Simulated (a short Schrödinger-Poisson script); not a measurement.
Stack: MOS inversion layer, SiO2 on p-type Si(111), at 400 K.

```tsv
layer	material	thickness (nm)	Na (cm⁻³)
1	SiO2	2.1	-
2	Si	390	1.2e18
```

The device is made up for the run: typed textbook-type constants, with dimensions and the other settings drawn at random. SiO2: permittivity 3.9, conduction-band edge (eV) 3.15, gap (eV) 9, electron mass (mₑ) 0.5. Si: permittivity 11.7, conduction-band edge (eV) 0, gap (eV) 1.124, Nv at 300 K (cm⁻³) 3.1e19.

Channel valleys (confinement mass, in-plane density-of-states mass, number): Δ6 0.258, 0.358, 6. At the gate the conduction-band edge of layer 1 lies 3.29 eV − eVg above the Fermi level of the channel; the field vanishes at the back. Gaps are held at their typed values at every temperature. Mesh 0.03 nm at interfaces.

From a short Schrödinger-Poisson script (our own, NumPy): 1D Poisson equation in equilibrium, electrons quantum, Hartree (BenDaniel-Duke, 12 states a valley, the channel's in-plane mass for all, wave functions ending at the dielectric), parabolic valleys, classical holes, full ionisation, no traps, pinning or gate leakage.

Only gate voltages with over 1e8 electrons/cm² are shown.

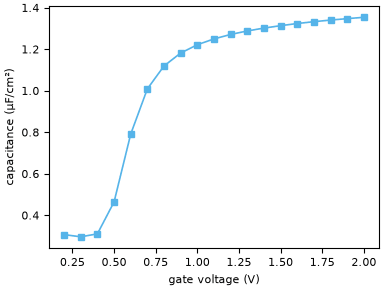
Quasi-static capacitance against gate voltage

| Vg (V) | electrons (cm⁻²) | C (μF/cm²) | Δ6 E0 (meV) | Δ6 E1 (meV) |
|---|---|---|---|---|
| 0.2 | 1.39e8 | 0.307 | 425.7 | 540.8 |
| 0.3 | 1.22e9 | 0.296 | 350.6 | 471.0 |
| 0.4 | 1.08e10 | 0.310 | 275.2 | 400.4 |
| 0.5 | 8.37e10 | 0.464 | 204.6 | 334.4 |
| 0.6 | 3.69e11 | 0.791 | 153.2 | 287.0 |
| 0.7 | 8.83e11 | 1.01 | 122.8 | 260.3 |
| 0.8 | 1.52e12 | 1.12 | 103.6 | 244.6 |
| 0.9 | 2.22e12 | 1.18 | 90.1 | 234.4 |
| 1 | 2.96e12 | 1.22 | 79.7 | 227.1 |
| 1.1 | 3.73e12 | 1.25 | 71.4 | 221.8 |
| 1.2 | 4.51e12 | 1.27 | 64.3 | 217.7 |
| 1.3 | 5.31e12 | 1.29 | 58.2 | 214.4 |
| 1.4 | 6.11e12 | 1.30 | 52.9 | 211.8 |
| 1.5 | 6.93e12 | 1.31 | 48.1 | 209.7 |
| 1.6 | 7.75e12 | 1.32 | 43.7 | 208.0 |
| 1.7 | 8.58e12 | 1.33 | 39.7 | 206.5 |
| 1.8 | 9.41e12 | 1.34 | 36.0 | 205.3 |
| 1.9 | 1.03e13 | 1.35 | 32.5 | 204.3 |
| 2 | 1.11e13 | 1.35 | 29.3 | 203.5 |

Subbands count from the Fermi level.
